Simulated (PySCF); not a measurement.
# C$_{8}$H$_{20}$O$_{4}$Si (SMILES CCO[Si](OCC)(OCC)OCC): what the fields show

| atom | x (Å) | y (Å) | z (Å) |
| --- | --- | --- | --- |
| C | 2.5211 | -1.4527 | -1.4641 |
| C | 2.0375 | -0.0457 | -1.7483 |
| O | 1.4721 | 0.5567 | -0.6036 |
| Si | -0.0369 | 0.2460 | -0.0267 |
| O | -0.3517 | 1.3535 | 1.1444 |
| C | -0.0260 | 2.7262 | 1.0771 |
| C | 1.3352 | 3.0014 | 1.6769 |
| O | -1.0474 | 0.3086 | -1.3217 |
| C | -2.4067 | -0.0700 | -1.2922 |
| C | -2.9988 | 0.0851 | -2.6722 |
| O | -0.2366 | -1.2363 | 0.6558 |
| C | 0.2226 | -1.6245 | 1.9323 |
| C | -0.6954 | -2.6800 | 2.5018 |
| H | 3.2493 | -1.4490 | -0.6386 |
| H | 3.0062 | -1.8856 | -2.3525 |
| H | 1.6822 | -2.1048 | -1.1758 |
| H | 2.8793 | 0.5916 | -2.0644 |
| H | 1.3024 | -0.0496 | -2.5729 |
| H | -0.8093 | 3.2734 | 1.6280 |
| H | -0.0604 | 3.0849 | 0.0319 |
| H | 2.1126 | 2.4697 | 1.1089 |
| H | 1.3713 | 2.6594 | 2.7225 |
| H | 1.5590 | 4.0792 | 1.6567 |
| H | -2.9576 | 0.5582 | -0.5672 |
| H | -2.4965 | -1.1148 | -0.9446 |
| H | -4.0607 | -0.2036 | -2.6755 |
| H | -2.4628 | -0.5489 | -3.3943 |
| H | -2.9196 | 1.1290 | -3.0110 |
| H | 0.2649 | -0.7486 | 2.6038 |
| H | 1.2515 | -2.0194 | 1.8437 |
| H | -0.7457 | -3.5507 | 1.8309 |
| H | -1.7143 | -2.2811 | 2.6199 |
| H | -0.3372 | -3.0187 | 3.4858 |

Geometry: PBE0-D3(BJ)/def2-SVP.

Level of theory: PBE0/pcSseg-1, SCF density, gas phase, non-relativistic (PySCF 2.14.0).

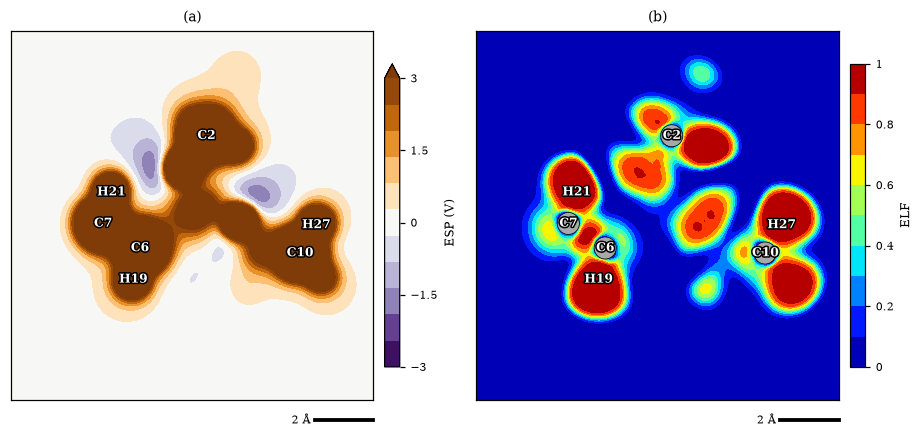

Figure 1. (a) electrostatic potential; (b) ELF on the plane of atoms C7, C6 and H19. Grey discs cover the atomic cores in the ELF map.

Q: Interpret the plot.

A:
- The section cuts through C and H sites.
- C–C (1.51 Å): the ELF peaks at about 0.95 between the atoms; localised, covalent bonding.
- C–H (1.10 Å): the ELF climbs to about 1 towards the hydrogen, as it does in any bond to H (an ordinary covalent bond to hydrogen).
- The ELF also peaks beside O8 and O3, away from the bonds: lone-pair regions.
- Outside the dense part of the molecule the potential is most negative (−1.7 V) near O3, which lies off the plane.

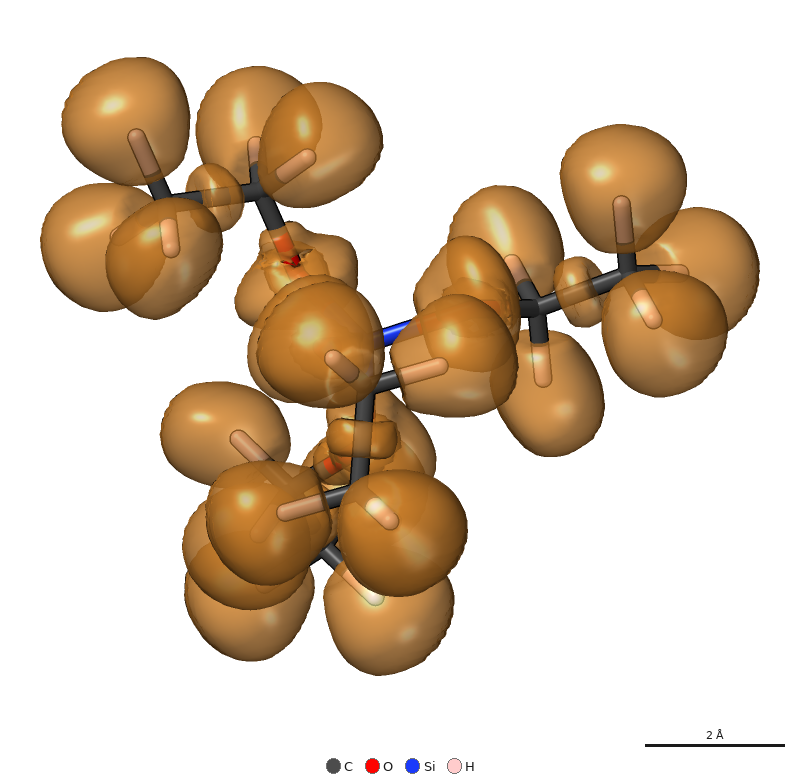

Figure 2. Isosurface of the electron localisation function at 0.75 (orange), seen at a tilt. Only the valence region is drawn (cores and ρ < 0.01 e/Å³ removed).

Q: Where are the electrons localised?

A: The surface consists of four regions between bonded C–C atoms (shared pairs), 20 regions around hydrogen nuclei and four regions on O in which the atom's valence shell and bonds are merged. Profiles from the grid: C–O (1.41 Å): the ELF peaks at about 0.90 between the atoms; a polar covalent bond.

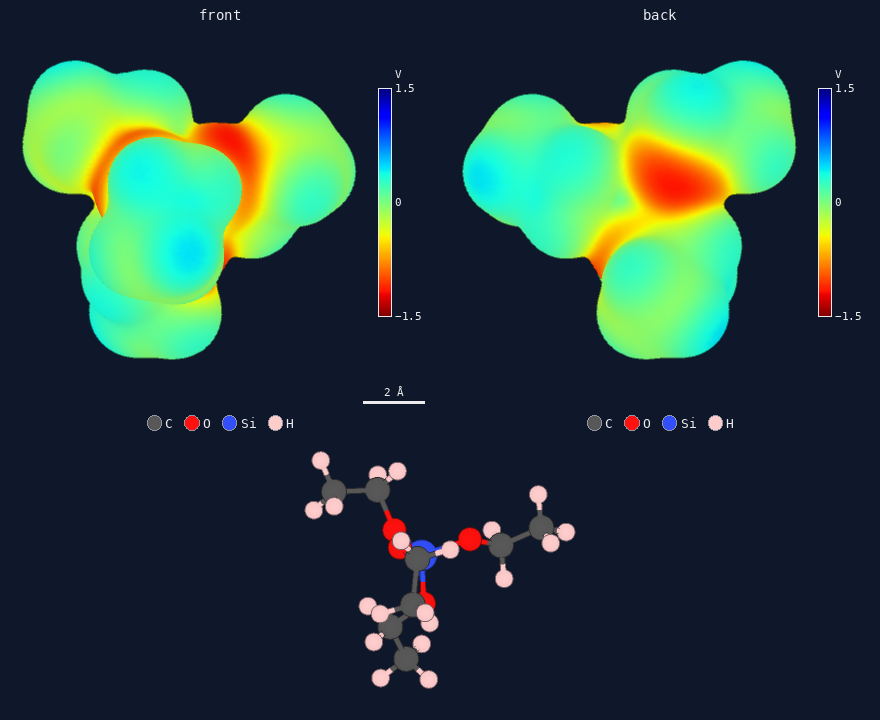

Figure 3. The electrostatic potential painted on the density surface at 0.001 e/bohr³, seen from the front and from behind; the colour scale runs from red (negative) to blue (positive). The bare structure is drawn below in the same view.

Q: Which sites attract a positive test charge, and which a negative one?

A: A positive charge is drawn to the negative regions and a negative charge to the positive ones. The most negative region (about −1.1 V, or −25 kcal/mol for a unit charge) lies over O5, O8 and O11, the most positive (about +0.4 V, or +9 kcal/mol for a unit charge) over H15, H23, H26 and H33.

Q: How polar is the molecule by this calculation?

A: Its dipole moment is 0.12 D.
